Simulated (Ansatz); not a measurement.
```xyz
8

B    -2.2389   -0.0982   -0.9492
F    -3.0737   -0.5752   -0.0530
N    -0.8215   -0.0490   -0.5396
Si   -0.2053   -0.5357    0.9289
H    -2.5677    0.2736   -2.0175
H    -0.1817    0.3219   -1.2399
H     1.2404   -0.4028    1.1372
H    -1.1302   -1.0679    1.9312
```

Geometry: B3LYP-D3(BJ)/6-311G**.

Method: isolated molecule in a Gaussian basis; Kohn-Sham density functional theory, functional PBE0 in Ansatz.

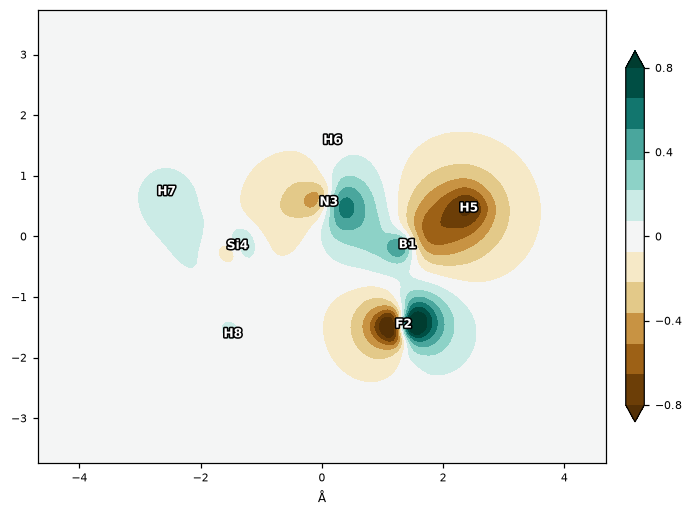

BFH$_{4}$NSi (SMILES FB[NH+]=[SiH2]) (charge +1). The HOMO on the molecular plane (values in Å⁻³ᐟ²; the overall sign is arbitrary).

Q: Where does this orbital lie, and at what energy?

A: Its weight (Hirshfeld) is mainly on H5 (about 30 %), B1 (about 30 %), F2 (about 25 %) and N3 (about 10 %); it is symmetric in the molecular plane (an in-plane orbital: σ, lone-pair or in-plane π type). Its energy is −15.15 eV.
